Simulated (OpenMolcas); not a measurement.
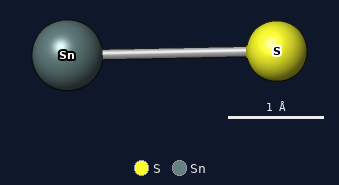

The structure as given in the input (ball-and-stick view, seen at a tilt). Sticks mark near contacts. Bond lengths as drawn: S–Sn 2.21 Å.

## Energy and gradient calculation of SnS

System: SnS, SMILES [S][Sn].
Method: HF/STO-3G, RHF (OpenMolcas 26.06).

### Input
```
&GATEWAY
BasLib
$CurrDir
Coord
2
bohr
S      0.00000000     0.00000000     0.00000000
Sn     0.00000000     0.00000000     4.17445414
Basis
STO-3G
Group
NoSym
&SEWARD
&SCF
Thresholds
1e-10 1e-07 1e-07 1e-05
PrOrbitals
1 1
&ALASKA
```

Run on 1 thread of Arm Neoverse V1, 24 GiB of memory available, shared host.

Launch command:
```bash
export MOLCAS_MEM=1860
pymolcas test.inp > test.log
```

### Log
```
--- Start Module: gateway ---

                                              &GATEWAY

                       available to each process: 1.9 GB of memory, 1 thread

 Basis Set     1 Label: S.STO-3G
 Basis set is read from library:.
 basistype.tbl is not found

 Basis Set     2 Label: SN.STO-3G
 Basis set is read from library:.
 basistype.tbl is not found

++    Symmetry information:
      ---------------------

                    Character Table for C1

                             E
                    a        1  x, y, xy, Rz, z, xz, Ry, yz, Rx, I
--

++    Basis set information:
      ----------------------

      Basis set label: S.STO-3G.........

      Electronic valence basis set:
      ------------------
      Associated Effective Charge  16.000000 au
      Associated Actual Charge     16.000000 au
      Nuclear Model: Point charge

      Shell  nPrim  nBasis  Cartesian Spherical Contaminant
         s       9       3        X
         p       6       2        X

      Basis set label: SN.STO-3G.........

      Electronic valence basis set:
      ------------------
      Associated Effective Charge  50.000000 au
      Associated Actual Charge     50.000000 au
      Nuclear Model: Point charge

      Shell  nPrim  nBasis  Cartesian Spherical Contaminant
         s      15       5        X
         p      12       4        X
         d       6       2                 X
--

++    Molecular structure info:
      -------------------------

                    ************************************************
                    **** Cartesian Coordinates / bohr, angstrom ****
                    ************************************************

     Center  Label                x              y              z                     x              y              z
        1      S1               0.000000       0.000000       0.000000              0.000000       0.000000       0.000000
        2      SN2              0.000000       0.000000       4.174454              0.000000       0.000000       2.209026
--

            Nuclear Potential Energy            191.64182266 au

--- Stop Module: gateway /rc=_RC_ALL_IS_WELL_ ---

--- Start Module: seward ---

                                              &SEWARD

                       available to each process: 1.9 GB of memory, 1 thread

               SEWARD will generate:
                  Multipole Moment integrals up to order  2
                  Kinetic Energy integrals
                  Nuclear Attraction integrals (point charge)
                  One-Electron Hamiltonian integrals
                  Velocity integrals
                  Orbital angular momentum around (  0.0000   0.0000   3.2957 )
                  Velocity quadrupole around (  0.0000   0.0000   3.2957 )
                  Two-Electron Repulsion integrals

                   Integrals are discarded if absolute value <: 1.00E-14
                   Integral cutoff threshold is set to       <: 1.00E-16

            Nuclear Potential Energy            191.64182266 au

      Basis set specifications :
      Symmetry species         a
      Basis functions           36

--- Stop Module: seward /rc=_RC_ALL_IS_WELL_ ---

--- Start Module: scf ---

                                                &SCF

                       available to each process: 1.9 GB of memory, 1 thread

++    Input section:
      --------------

      Header of the integral files:

      Cartesian coordinates in angstrom:
      -----------------------------------------------------
      No.  Label        X            Y            Z
      -----------------------------------------------------
       1   S1         0.00000000   0.00000000   0.00000000
       2   SN2        0.00000000   0.00000000   2.20902600
      -----------------------------------------------------
      Nuclear repulsion energy =  191.64182266
--

++    Orbital specifications:
      -----------------------

      Symmetry species               1
                                     a
      Frozen orbitals                0
      Occupied orbitals             33
      Secondary orbitals             3
      Deleted orbitals               0
      Total number of orbitals      36
      Number of basis functions     36
--

      Molecular charge                           0.000

++    Optimization specifications:
      ----------------------------

      SCF Algorithm: Conventional
      Minimized density differences are used
      Number of density matrices in core                 5
      Maximum number of NDDO SCF iterations            400
      Maximum number of HF SCF iterations              400
      Threshold for SCF energy change             1.00E-10
      Threshold for density matrix                1.00E-07
      Threshold for Fock matrix                   1.00E-07
      Threshold for linear dependence             1.00E-09
      Threshold at which DIIS is turned on        1.50E-01
      Maximum depth in the DIIS procedure                5
      Maximum depth in the BFGS Hessian update          30
      Threshold at which QNR/C2DIIS is turned on  7.50E-02
      Threshold for Norm(delta) (QNR/C2DIIS)      1.00E-05
      All orbitals punched on: SCFORB
--

      Input vectors read from INPORB
      Orbital file label: *Guess orbitals

++ Convergence information
                                   SCF        iterations: Energy and convergence statistics

Iter     Tot. SCF        One-elec.       Two-elec.     Energy      Max Dij or  Max Fij      DNorm      TNorm      AccCon     Time
         Energy          Energy          Energy        Change      Delta Norm                                                in Sec.

 The total and one-electron energies are shifted by a value of      6000. a.u.

   1  -356.150214902 -3180.208204820  2632.416167258   0.00E+00    9.77E-01*   1.71E-01*    1.64E+01   5.75E+02   None         0.
   2  -355.822098293 -3187.754978098  2640.291057146   3.28E-01*   1.87E-01*   1.07E-01*    4.00E+00   5.77E+02   EDIIS        0.
   3  -356.447772030 -3181.977221778  2633.887627088  -6.26E-01*   4.51E-02*   1.91E-02*    8.52E-01   5.76E+02   EDIIS        0.
   4  -356.448693730 -3181.299663789  2633.209147398  -9.22E-04*   2.46E-02*   8.90E-03*    1.35E-01   5.76E+02   c2DIIS       0.
   5  -356.449534119 -3181.529611386  2633.438254608  -8.40E-04*   1.43E-02*   2.89E-03*    3.19E-02   5.76E+02   QNRc2DIIS    0.
   6  -356.449584432 -3181.375461757  2633.284054665  -5.03E-05*   5.68E-03*   4.39E-03*    8.67E-03   5.76E+02   QNRc2DIIS    0.
   7  -356.449664577 -3181.422108692  2633.330621455  -8.01E-05*   3.27E-03*   1.02E-03*    8.33E-04   5.76E+02   QNRc2DIIS    0.
   8  -356.449672069 -3181.419318473  2633.327823744  -7.49E-06*   5.37E-04*   1.93E-04*    6.67E-04   5.76E+02   QNRc2DIIS    0.
   9  -356.449672278 -3181.421575317  2633.330080379  -2.09E-07*   2.75E-05*   4.95E-06*    8.56E-05   5.76E+02   QNRc2DIIS    0.
  10  -356.449672278 -3181.421668651  2633.330173713  -4.82E-10*   6.73E-06    1.53E-06*    1.74E-04   5.76E+02   QNRc2DIIS    0.
  11  -356.449672278 -3181.421646495  2633.330151557  -3.82E-11    2.53E-07    1.28E-07*    1.39E-02   5.76E+02   QNRc2DIIS    0.
  12  -356.449672278 -3181.421647728  2633.330152790  -1.82E-12    7.55E-08    3.06E-08     2.27E-03   5.76E+02   QNRc2DIIS    0.

       Convergence after  12 Iterations
--

 *****************************************************************************************************************************
 *                                             SCF/KS-DFT Program, Final results                                             *
 *                                                       Final Results                                                       *
 *****************************************************************************************************************************

::    Total SCF energy                              -6356.4496722782
      One-electron energy                           -9181.4216477277
      Two-electron energy                            2633.3301527896
      Nuclear repulsion energy                        191.6418226600
      Kinetic energy (interpolated)                  6351.2768840379
      Virial theorem                                    1.0008144485
      Total spin, S(S+1)                                0.0000000000
      Total spin, S                                     0.0000000000
      Max non-diagonal density matrix element           0.0000000716
      Max non-diagonal Fock matrix element              0.0000000132

      All orbitals with orbital energies smaller than  E(LUMO)+0.5 are printed

++    Molecular orbitals:
      -------------------

      Title: SCF orbitals

      Molecular orbitals for symmetry species 1: a

          Some orbital energies have been scaled by powers of 10, the power is written right after the orbital index

          Orbital            1 (1)     2         3         4         5         6         7         8         9        10
          Energy         -102.9816 -153.4514 -145.2803 -145.2803 -145.2797  -90.5742  -29.5329  -26.5154  -26.5154  -26.5132
          Occ. No.          2.0000    2.0000    2.0000    2.0000    2.0000    2.0000    2.0000    2.0000    2.0000    2.0000

          Orbital           11        12        13        14        15        16        17        18        19        20
          Energy          -18.1182  -18.1182  -18.1158  -18.1158  -18.1144   -8.5029   -6.1336   -6.1312   -6.1312   -4.7557
          Occ. No.          2.0000    2.0000    2.0000    2.0000    2.0000    2.0000    2.0000    2.0000    2.0000    2.0000

          Orbital           21        22        23        24        25        26        27        28        29        30
          Energy           -3.5097   -3.5097   -3.5013   -0.8481   -0.8304   -0.8304   -0.8232   -0.8232   -0.7435   -0.3655
          Occ. No.          2.0000    2.0000    2.0000    2.0000    2.0000    2.0000    2.0000    2.0000    2.0000    2.0000

          Orbital           31        32        33        34        35        36
          Energy           -0.2011   -0.2011   -0.1976    0.1864    0.1864    0.4638
          Occ. No.          2.0000    2.0000    2.0000    0.0000    0.0000    0.0000

--

++    Molecular charges:
      ------------------

      Mulliken charges per centre and basis function type
      ---------------------------------------------------

                S1      SN2
      1s       5.9435  9.8533
      2px      3.5490  6.4518
      2pz      3.2519  6.9730
      2py      3.5490  6.4518
      3d2+     0.0000  4.0000
      3d1+     0.0000  3.9992
      3d0      0.0000  3.9783
      3d1-     0.0000  3.9992
      3d2-     0.0000  4.0000
      Total   16.2935 49.7065

      N-E     -0.2935  0.2935

      Total electronic charge=   66.000000

      Total            charge=   -0.000000
--

++    Molecular properties:
      ---------------------

      Charge (e):
                      =   -0.0000
      Dipole Moment (debye):
      Origin of the operator (angstrom)=    0.0000    0.0000    1.7440
                   X=  1.2755E-14               Y= -4.1019E-15               Z=  1.8750E+00           Total=  1.8750E+00
      Quadrupole Moment (debye*angstrom):
      Origin of the operator (angstrom)=    0.0000    0.0000    1.7440
                  XX= -3.1840E+01              XY= -1.0883E-14              XZ=  1.3236E-14              YY= -3.1840E+01
                  YZ= -1.0011E-14              ZZ= -4.1566E+01
      In traceless form (debye*angstrom)
                  XX=  4.8635E+00              XY= -1.6324E-14              XZ=  1.9853E-14              YY=  4.8635E+00
                  YZ= -1.5016E-14              ZZ= -9.7269E+00
--

--- Stop Module: scf /rc=_RC_ALL_IS_WELL_ ---

--- Start Module: alaska ---

                                              &ALASKA

                       available to each process: 1.9 GB of memory, 1 thread

                     Threshold for contributions to the gradient: 1.000E-07

                    ********************************************
                    * Symmetry Adapted Cartesian Displacements *
                    ********************************************

           Irreducible representation : a
           Basis function(s) of irrep: x, y, xy, Rz, z, xz, Ry, yz, Rx, I

 Basis Label        Type   Center Phase
   1   S1           x         1     1
   2   S1           y         1     1
   3   S1           z         1     1
   4   SN2          x         2     1
   5   SN2          y         2     1
   6   SN2          z         2     1

                     No automatic utilization of translational and rotational invariance of the energy is employed.

 Conventional ERI gradients!

 **************************************************
 *              Molecular gradients               *
 **************************************************

  Irreducible representation: a
 ------------------------------------------------------------------------------------------
                              X                       Y                       Z
 ------------------------------------------------------------------------------------------
  S1               -4.49963869710028E-16    5.74913252476207E-16   -7.38711801617740E-02
  SN2               4.49963869710025E-16   -5.74913252476207E-16    7.38711801617598E-02
 ------------------------------------------------------------------------------------------

--- Stop Module: alaska /rc=_RC_ALL_IS_WELL_ ---

.##################.
.# Happy landing! #.
.##################.

    Timing: Wall=2.42 User=1.84 System=0.56
```

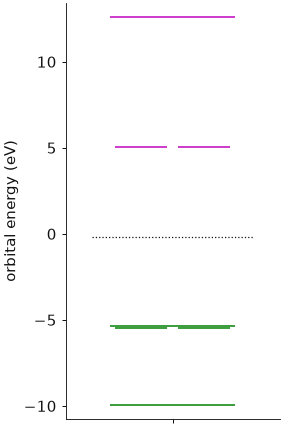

Orbital energies near the frontier; the dotted line parts filled from empty levels, and levels within 0.02 eV of each other stand side by side. Highest filled −5.38 eV, lowest empty 5.07 eV, 10.45 eV apart.

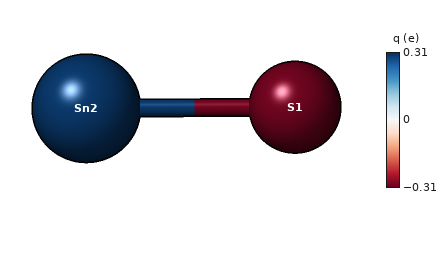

Mulliken charges, as the colour of each atom (ball-and-stick view, seen on its broad side; atoms are numbered from 1 in the order of the input). By element: S −0.29 and Sn +0.29 e.

### Key numbers

| quantity | value |
| --- | --- |
| outcome | converged |
| total energy | −6356.449672 hartree |
| basis functions | 36 |
| largest force | 3.799 eV/Å |
| HOMO | −5.38 eV |
| LUMO | 5.07 eV |
| dipole moment | 1.88 debye |
| wall time | 2.7 s |
| peak memory | 0.37 GiB |
